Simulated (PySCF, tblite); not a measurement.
# C7H9O radical: geometry, infrared bands and EPR parameters

What infrared bands and EPR parameters should C7H9O radical (`[CH2]OC1=CC=C(C)C1`) show?

Programs: tblite 0.8.0 and PySCF 2.14.0, with density-fitted response routines of our own. Each step states its level of theory. These are calculated values for one molecule in the gas phase, unless marked as measured. Atoms are numbered from 0 throughout.

## Step 1: Starting geometry

17 atoms, charge 0, multiplicity 2; geometry from: force field or distance geometry start.

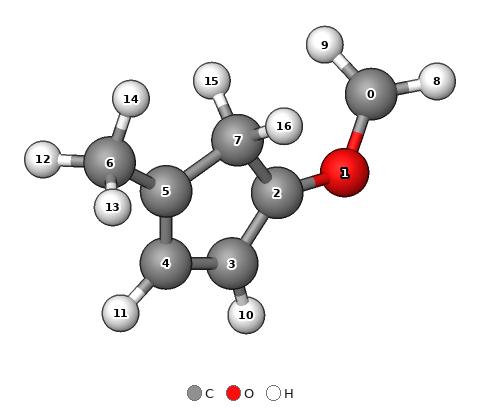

As it starts; carbon grey, oxygen red, hydrogen white, atoms numbered.

## Step 2: Geometry optimisation with GFN2-xTB

The job: settings as JSON, then the geometry in Å.

```
{"job": {"kind": "relax", "xc": "GFN2-xTB", "basis": "xTB"}, "charge": 0, "multiplicity": 2}
C      3.282300     0.191600     0.308000
O      2.360600    -0.803900     0.413200
C      0.990200    -0.694100     0.302200
C      0.146500    -1.641300    -0.087800
C     -1.223100    -1.178300    -0.089700
C     -1.275900     0.088000     0.267500
C     -2.455100     0.981600     0.392700
C      0.132600     0.505700     0.556300
H      4.190000     0.163200     0.879700
H      3.112500     0.999400    -0.397000
H      0.473500    -2.648100    -0.337100
H     -2.100700    -1.751300    -0.364400
H     -2.950200     1.088000    -0.604700
H     -3.188000     0.558300     1.123300
H     -2.098700     1.975400     0.751900
H      0.374900     1.349700    -0.088100
H      0.221500     0.828300     1.613600
```

Launch:

```
$ OMP_NUM_THREADS=1 python probes_run.py task.json out
```

The driver reads the jobs from task.json and runs them one after another.

The program printed:

```text
step      E/eV     max force
  0    -639.98881    2.431
  1    -640.11741    1.126
  2    -640.18111    0.663
  3    -640.24558    0.557
  4    -640.28128    0.498
  5    -640.30342    0.341
  6    -640.32047    0.387
  7    -640.33853    0.357
  8    -640.35060    0.288
  9    -640.35820    0.233
 10    -640.36551    0.244
 11    -640.37504    0.312
 12    -640.38692    0.324
 13    -640.39907    0.278
 14    -640.40978    0.292
 15    -640.41948    0.302
 16    -640.43217    0.363
 17    -640.44914    0.326
 18    -640.46351    0.279
 19    -640.47172    0.369
 20    -640.47277    0.617
 21    -640.48414    0.272
 22    -640.49246    0.267
 23    -640.50791    0.321
 24    -640.51711    0.228
 25    -640.52396    0.381
 26    -640.52757    0.221
 27    -640.53157    0.139
 28    -640.53520    0.220
 29    -640.53934    0.192
 30    -640.54411    0.201
 31    -640.54698    0.117
 32    -640.54957    0.120
 33    -640.55249    0.164
 34    -640.55454    0.347
 35    -640.55698    0.117
 36    -640.55854    0.091
 37    -640.55995    0.068
 38    -640.56076    0.062
 39    -640.56150    0.062
 40    -640.56213    0.068
 41    -640.56281    0.061
 42    -640.56337    0.048
 43    -640.56372    0.035
 44    -640.56396    0.038
 45    -640.56421    0.039
 46    -640.56452    0.038
 47    -640.56480    0.040
 48    -640.56502    0.042
 49    -640.56521    0.040
 50    -640.56539    0.031
 51    -640.56556    0.027
 52    -640.56567    0.023
 53    -640.56575    0.018
 54    -640.56581    0.018
 55    -640.56589    0.017
 56    -640.56597    0.025
 57    -640.56605    0.028
 58    -640.56613    0.025
 59    -640.56620    0.016
 60    -640.56628    0.025
 61    -640.56637    0.027
 62    -640.56647    0.022
 63    -640.56657    0.019
 64    -640.56664    0.016
 65    -640.56669    0.015
 66    -640.56673    0.014
 67    -640.56678    0.017
 68    -640.56685    0.020
 69    -640.56692    0.019
 70    -640.56699    0.020
 71    -640.56706    0.023
 72    -640.56714    0.017
 73    -640.56721    0.021
 74    -640.56729    0.028
 75    -640.56739    0.032
 76    -640.56752    0.039
 77    -640.56766    0.027
 78    -640.56776    0.020
 79    -640.56784    0.021
 80    -640.56791    0.026
 81    -640.56803    0.039
 82    -640.56823    0.044
 83    -640.56850    0.040
 84    -640.56882    0.056
 85    -640.56922    0.053
 86    -640.56938    0.119
 87    -640.57004    0.074
 88    -640.57042    0.078
 89    -640.57083    0.108
 90    -640.57115    0.048
 91    -640.57137    0.047
 92    -640.57172    0.073
 93    -640.57208    0.056
 94    -640.57332    0.058
 95    -640.57392    0.057
 96    -640.57332    0.188
 97    -640.57485    0.064
 98    -640.57536    0.054
 99    -640.56752    0.511
100    -640.57720    0.062
101    -640.57799    0.065
102    -640.56223    0.659
103    -640.57918    0.060
104    -640.57994    0.060
105    -640.57886    0.294
106    -640.58144    0.045
107    -640.58193    0.049
108    -640.58256    0.105
109    -640.58297    0.066
110    -640.58397    0.055
111    -640.58457    0.058
112    -640.58539    0.064
113    -640.58603    0.060
114    -640.58720    0.055
115    -640.58806    0.086
116    -640.58889    0.062
117    -640.58951    0.050
118    -640.58998    0.064
119    -640.59032    0.038
120    -640.59056    0.068
121    -640.59080    0.026
122    -640.59091    0.023
123    -640.59100    0.018
124    -640.59109    0.020
125    -640.59122    0.030
126    -640.59134    0.035
127    -640.59145    0.034
128    -640.59152    0.032
129    -640.59158    0.025
130    -640.59165    0.020
131    -640.59173    0.025
132    -640.59182    0.028
133    -640.59191    0.028
134    -640.59201    0.028
135    -640.59210    0.030
136    -640.59217    0.021
137    -640.59222    0.013
138    -640.59225    0.011
139    -640.59228    0.013
140    -640.59230    0.014
141    -640.59233    0.017
142    -640.59236    0.016
143    -640.59240    0.015
144    -640.59243    0.012
145    -640.59245    0.010
```

Wall time 0.9 s (1 thread of Arm Neoverse V1, shared host).

Step by step: (not every step is listed) (the energy doesn't fall at every step)

| step | energy from step 0 (eV) | largest force (eV/Å) |
| --- | --- | --- |
| 0 | 0.0000 | 2.4306 |
| 1 | -0.1286 | 1.1263 |
| 2 | -0.1923 | 0.6627 |
| 3 | -0.2568 | 0.5574 |
| 4 | -0.2925 | 0.4984 |
| 5 | -0.3146 | 0.3406 |
| 6 | -0.3317 | 0.3867 |
| 7 | -0.3497 | 0.3568 |
| 8 | -0.3618 | 0.2881 |
| 21 | -0.4953 | 0.2715 |
| 34 | -0.5657 | 0.3468 |
| 47 | -0.5760 | 0.0399 |
| 60 | -0.5775 | 0.0246 |
| 73 | -0.5784 | 0.0215 |
| 86 | -0.5806 | 0.1193 |
| 99 | -0.5787 | 0.5109 |
| 112 | -0.5966 | 0.0642 |
| 125 | -0.6024 | 0.0303 |
| 138 | -0.6034 | 0.0106 |
| 140 | -0.6035 | 0.0139 |
| 141 | -0.6035 | 0.0169 |
| 142 | -0.6036 | 0.0163 |
| 143 | -0.6036 | 0.0146 |
| 144 | -0.6036 | 0.0122 |
| 145 | -0.6036 | 0.0102 |

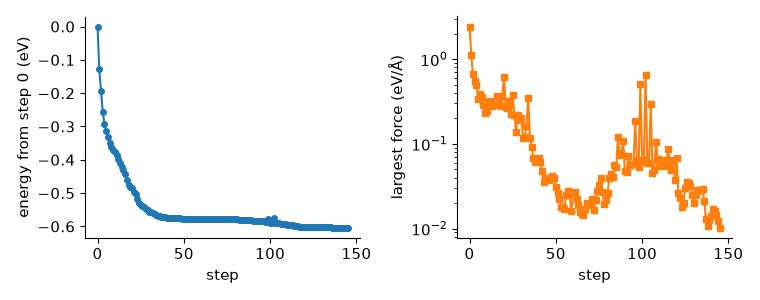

Energy and force, step by step.

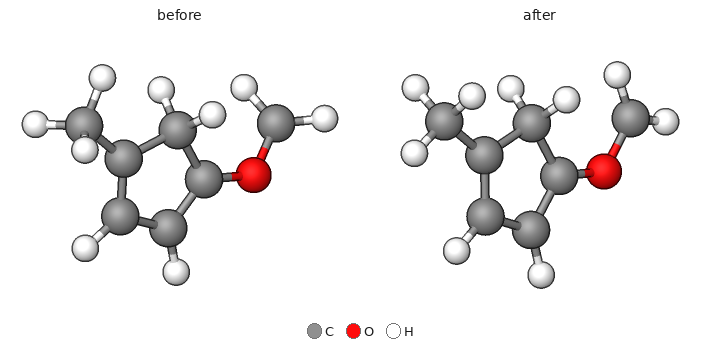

Before and after, at one scale.

Close pairs (by a distance rule), those that changed most:

| bond | before (Å) | after (Å) | change (Å) |
| --- | --- | --- | --- |
| O1–C2 | 1.379 | 1.326 | -0.053 |
| C2–C3 | 1.327 | 1.369 | +0.042 |
| C4–C5 | 1.317 | 1.351 | +0.034 |
| C6–H13 | 1.118 | 1.087 | -0.031 |
| C0–O1 | 1.361 | 1.332 | -0.029 |
| C6–H12 | 1.119 | 1.091 | -0.027 |
| C6–H14 | 1.115 | 1.091 | -0.024 |
| C3–C4 | 1.446 | 1.428 | -0.017 |

The next job starts from the end point, and lists it.

## Step 3: Infrared spectrum with GFN2-xTB

The job: settings as JSON, then the geometry in Å.

```
{"job": {"kind": "ir", "xc": "GFN2-xTB", "basis": "xTB"}, "charge": 0, "multiplicity": 2}
C      3.124044     0.250768     0.358860
O      2.314396    -0.795097     0.201169
C      0.991863    -0.698996     0.194938
C      0.133473    -1.754420     0.039065
C     -1.206732    -1.262714     0.085923
C     -1.217075     0.075868     0.267900
C     -2.385032     0.989825     0.370670
C      0.199594     0.569505     0.355642
H      4.168269     0.020952     0.326477
H      2.754571     1.250371     0.476456
H      0.416235    -2.780538    -0.096818
H     -2.074198    -1.890468    -0.012727
H     -2.374128     1.722920    -0.437855
H     -3.313438     0.427394     0.314543
H     -2.365472     1.539528     1.312915
H      0.425830     1.293000    -0.432875
H      0.400802     1.054133     1.315270
```

The program printed:

```text
mode    cm-1     km/mol
  1     108.4      0.28
  2     142.3      5.59
  3     166.3     31.79
  4     188.0     31.49
  5     192.4      0.34
  6     286.3      2.58
  7     331.3      0.57
  8     373.8      8.61
  9     438.3      0.51
 10     488.4      0.66
 11     500.0      0.55
 12     541.9      5.15
 13     680.0     16.48
 14     770.5     22.60
 15     837.8      2.53
 16     892.6      3.48
 17     898.2      0.32
 18     924.6      2.26
 19     998.7      1.66
 20    1013.2      6.33
 21    1045.8     15.18
 22    1083.0      2.56
 23    1084.6      1.26
 24    1135.3     59.64
 25    1201.9      5.69
 26    1217.8     64.14
 27    1278.9     43.23
 28    1330.5      1.10
 29    1352.2     19.87
 30    1368.1      8.99
 31    1403.2      1.05
 32    1414.4     10.09
 33    1476.6      5.82
 34    1477.9      5.35
 35    1506.7      0.47
 36    1619.2     15.08
 37    2931.3     19.10
 38    2955.4     14.34
 39    2973.6     35.06
 40    2992.8     48.15
 41    3046.6     24.01
 42    3130.9     39.04
 43    3136.9     23.54
 44    3157.3     28.73
 45    3198.2     12.25
```

Run time: 0.53 s. Hardware: 1 thread of Arm Neoverse V1, shared host.

Which atoms move in the most intense modes:

| cm⁻¹ | km/mol | atoms |
| --- | --- | --- |
| 166 | 31.8 | H8 29 %, C0 27 %, O1 22 % |
| 188 | 31.5 | H9 55 %, O1 15 %, H8 11 % |
| 1135 | 59.6 | H11 15 %, O1 14 %, C0 13 %, C2 12 % |
| 1218 | 64.1 | O1 17 %, C0 14 %, C2 12 %, C5 11 % |
| 1279 | 43.2 | C5 26 %, C3 21 %, C7 16 %, C4 12 % |
| 2974 | 35.1 | H12 59 %, H14 33 % |
| 2993 | 48.1 | H14 61 %, H12 34 % |
| 3131 | 39.0 | H11 89 % |

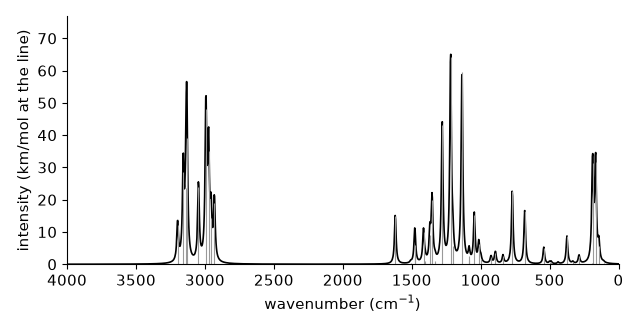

The infrared spectrum from these modes, unscaled. Lines are broadened to a width of 14 cm⁻¹ (Lorentzian).

## Step 4: EPR parameters: B3LYP/pcH-1

Same as in step 3 but for these lines:

```diff
@@ -1,2 +1,2 @@
-{"job": {"kind": "ir", "xc": "GFN2-xTB", "basis": "xTB"}, "charge": 0, "multiplicity": 2}
+{"job": {"kind": "epr", "basis": "pcH-1"}, "charge": 0, "multiplicity": 2}
 C      3.124044     0.250768     0.358860
```

With the program's defaults for keys left out, this is: UKS B3LYP, pcH-1 on C H O, non-relativistic, mean-field spin-orbit, GIAO.

The program printed:

```text
UKS, coarse grid
  cycle   1  E = -347.22028840  |g| = 4.22e-01
  cycle   2  E = -347.15010697  |g| = 5.68e-01
  cycle   3  E = -347.29778270  |g| = 1.02e-01
  cycle   4  E = -347.30279114  |g| = 4.24e-02
  cycle   5  E = -347.30360451  |g| = 1.98e-02
  cycle   6  E = -347.30378667  |g| = 6.39e-03
  cycle   7  E = -347.30382104  |g| = 2.00e-03
  cycle   8  E = -347.30382874  |g| = 1.56e-03
  cycle   9  E = -347.30383065  |g| = 7.51e-04
UKS, final grid
  cycle   1  E = -347.30382145  |g| = 1.14e-03
  cycle   2  E = -347.30382019  |g| = 2.22e-03
  cycle   3  E = -347.30382272  |g| = 2.39e-04
  cycle   4  E = -347.30382304  |g| = 2.22e-04
  cycle   5  E = -347.30382319  |g| = 6.83e-05
  cycle   6  E = -347.30382319  |g| = 2.09e-05
E = -347.30382319 Eh   <S^2> = 0.7689 (exact 0.7500)
g shifts (ppm)      1          2          3
  rmc          -176       -176       -176
  gc             -7         45         33
  oz_so         -11        823       1808
  total        -195        692       1665
hyperfine (MHz)  atom isotope    a_iso     a_fc   dipolar eigenvalues
    0   13C      74.32      74.32    -71.83    -69.76    141.59
    1   17O     -16.28     -16.28    -53.09     25.39     27.70
    2   13C     -17.46     -17.46    -19.93      7.59     12.35
    3   13C      16.67      16.67    -14.00    -13.45     27.45
    4   13C     -13.08     -13.08     -9.89      4.73      5.16
    5   13C      13.16      13.16    -11.76    -11.01     22.77
    6   13C      -4.97      -4.97     -0.30     -0.07      0.37
    7   13C      -1.81      -1.81     -0.77     -0.53      1.30
    8    1H     -58.48     -58.48    -34.03      0.20     33.83
    9    1H     -58.63     -58.63    -34.54      0.99     33.55
   10    1H     -11.55     -11.55     -5.37     -0.63      6.00
   11    1H       3.95       3.95     -1.39     -0.61      2.01
   12    1H      15.23      15.23     -0.91     -0.66      1.58
   13    1H       0.50       0.50     -0.91     -0.67      1.58
   14    1H      14.05      14.05     -0.92     -0.65      1.57
   15    1H       0.63       0.63     -2.57     -1.74      4.31
   16    1H       0.63       0.63     -2.59     -1.77      4.36
```

Run time: 89 s. Hardware: 1 thread of Arm Neoverse V1, shared host; peak memory 0.96 GiB.

Principal g values 2.00212, 2.00301, 2.00398; g(iso) = 2.00304, against 2.00232 for a free electron.

Mean a(iso) over the nuclei that a row names, and the largest dipolar term of the row (other rows stand at the frozen geometry):

| nuclei | isotope | a(iso) (MHz) | a(iso) (G, at g = 2.0023) | largest dipolar term (MHz) |
| --- | --- | --- | --- | --- |
| C0 | 13C | 74.3 | 26.5 | 141.6 |
| H8, H9 | 1H | -58.6 | -20.9 | -34.5 |
| C2 | 13C | -17.5 | -6.2 | -19.9 |
| C3 | 13C | 16.7 | 5.9 | 27.4 |
| O1 | 17O | -16.3 | -5.8 | -53.1 |
| C5 | 13C | 13.2 | 4.7 | 22.8 |
| C4 | 13C | -13.1 | -4.7 | -9.9 |
| H10 | 1H | -11.5 | -4.1 | 6.0 |
| H12, H13, H14 | 1H | 9.9 | 3.5 | 1.6 |
| C6 | 13C | -5.0 | -1.8 | 0.4 |
| H11 | 1H | 4.0 | 1.4 | 2.0 |
| C7 | 13C | -1.8 | -0.6 | 1.3 |
| H15, H16 | 1H | 0.6 | 0.2 | 4.4 |

Mulliken spin populations:

C0 0.88; O1 0.09; C2 -0.12; C3 0.19; C4 -0.08; C5 0.14; C6 -0.01; C7 0.00; H8 -0.04; H9 -0.04; H10 -0.01; H11 0.00; H12 0.01; H13 0.00; H14 0.01; H15 0.00; H16 0.00

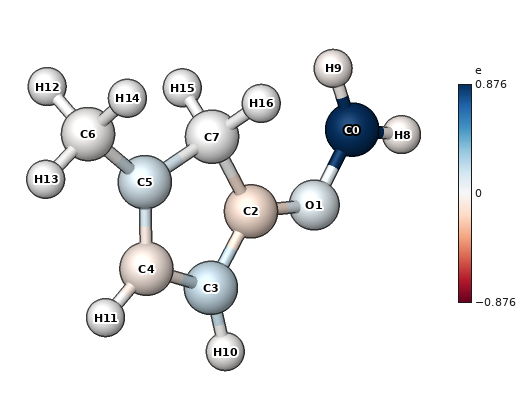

Mulliken spin populations, as colours on the atoms.

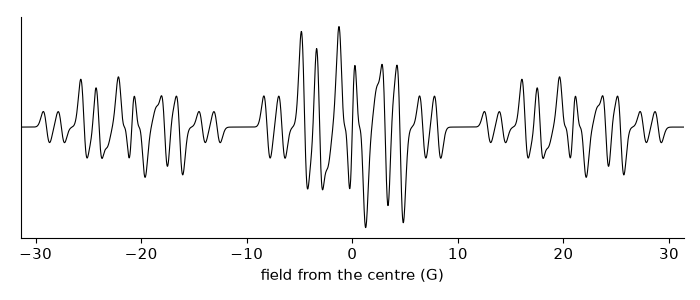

First-order isotropic spectrum (first derivative, main isotopes with spin only, couplings over 0.8 MHz, Gaussian width 0.3 G; couplings of the frozen geometry, rotation of groups not averaged beyond the rows shown).

Orbitals, density, ELF and potential are computed afterwards from the orbital file.

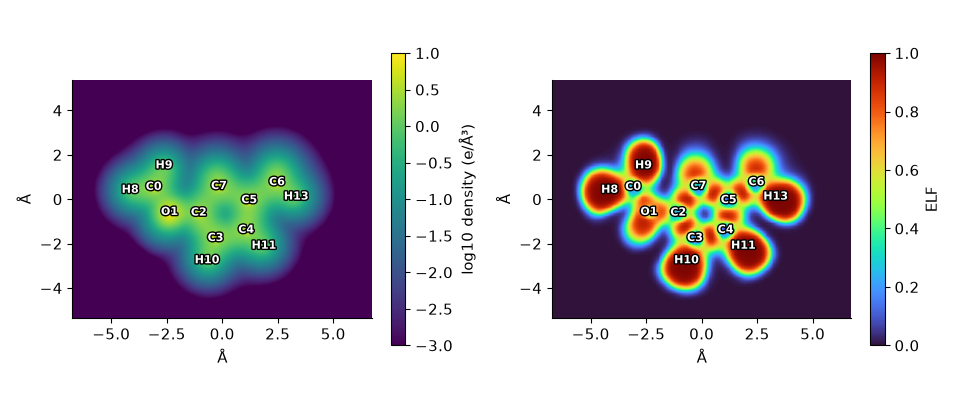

Density (left) and ELF (right) in a plane through or near 13 of the atoms.

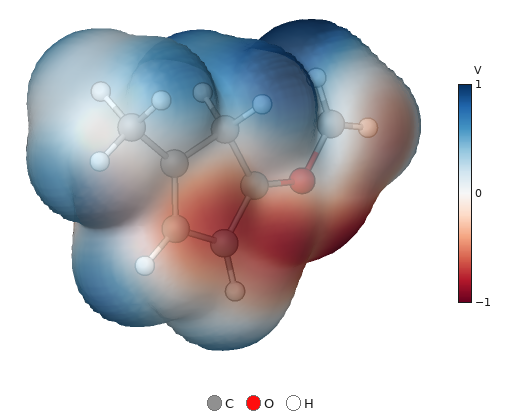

The potential that a unit positive charge feels on the 0.002 e/bohr³ surface, from -0.91 V near O1 to 1.00 V near H9.

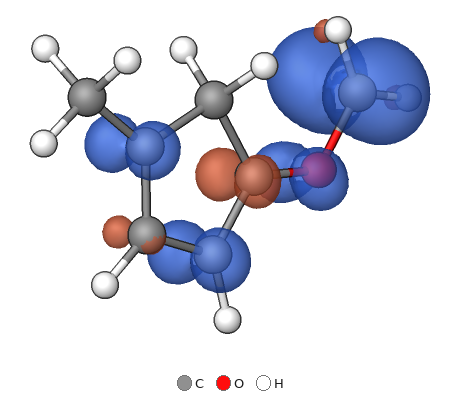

Spin density at ±0.04 e/Å³ (alpha excess blue, beta excess red).

## Step 5: What came out

| quantity | value |
| --- | --- |
| strongest single infrared mode (GFN2-xTB) | 1218 cm⁻¹, 64 km/mol |
| zero-point energy (GFN2-xTB) | 84.8 kcal/mol |
| g(iso) (B3LYP) | 2.00304 |
| ⟨S²⟩ | 0.769 (exact 0.75) |
| largest a(iso) (averaged by class) | 13C on C0, 74.3 MHz |
| potential on the surface of density 0.002 e/bohr³, 1st and 99th percentile | -0.91 V and 1.00 V |

The optimisation took 145 steps and gained 0.604 eV; among the close pairs (by a distance rule), O1–C2 changed most, from 1.379 to 1.326 Å. All 45 modes are real, so the xTB geometry is a minimum. The strongest single mode, at 1218 cm⁻¹, has its largest shares on O1, C0, C2 and C5 (the list is cut at 4 atoms). GFN2-xTB is a fitted tight-binding method: band positions and strengths are rough. Its intensities can rank the bands wrongly. Most of the unpaired spin sits on C0 (0.88 e). The isotropic g lies 0.7 ppt above the free-electron value. These values are for one conformer; the search (at its own cheap level) found 1 more, at 0.11 kcal/mol, and measured spectra average over such forms.
